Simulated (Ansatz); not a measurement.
Input file:

```
crystal:
  periodic: [false, false, false]
  atoms:
    - {symbol: F, position_ang: [-0.101492, -0.294048, 1.659994]}
    - {symbol: Al, position_ang: [-0.000003, 0.000002, 0.000002]}
    - {symbol: F, position_ang: [-1.343001, 0.895813, -0.496204]}
    - {symbol: F, position_ang: [0.034543, -1.469894, -0.830998]}
    - {symbol: F, position_ang: [1.409943, 0.868127, -0.332795]}
basis:
  gaussian: {orbitals: "def2-TZVPPD.json"}
total_charge: -1
hamiltonian: {xc: pbe0, dispersion: d4}
output: {orbitals: {seedname: orbitals}}
```

Launched as:

```sh
ansatz run in.yaml --threads 2 --pin off --events-out ev --progress --plain --max-ram 32768MiB --backend cpu
```

Geometry: PBE0-D4/def2-TZVPD.

The calculation used Ansatz 0.2.0, RKS PBE0-D4/def2-TZVPPD.

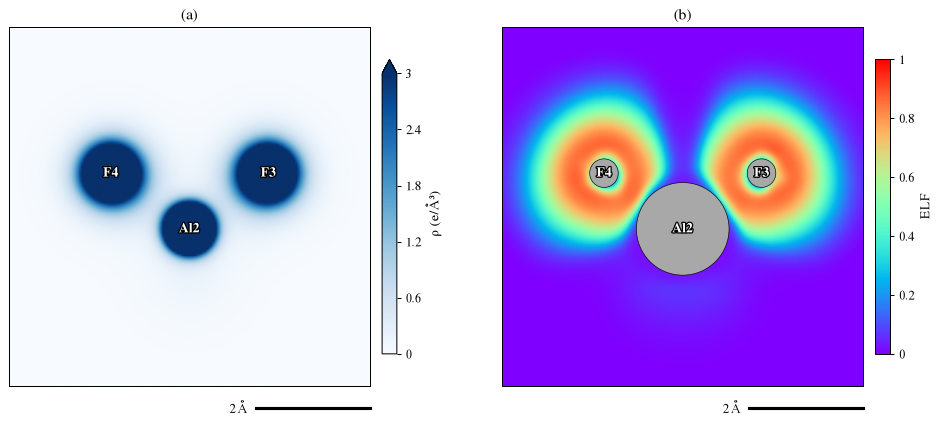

AlF4 (SMILES [F][Al-]([F])([F])[F]) (charge −1). (a) electron density; (b) ELF on the plane of atoms F3, Al2 and F4. Grey discs cover the atomic cores in the ELF map.

Question: Describe what can be read from this map.

Answer: The section cuts through Al and F sites. Al–F (1.69 Å): ρ at the midpoint is about 0.83 e/Å³; the ELF peaks at about 0.85 in the valence shell of F, 0.6 Å from its nucleus, and is about 0.40 at the midpoint. The ELF also peaks beside F3 and F4, away from the bonds: lone-pair regions.
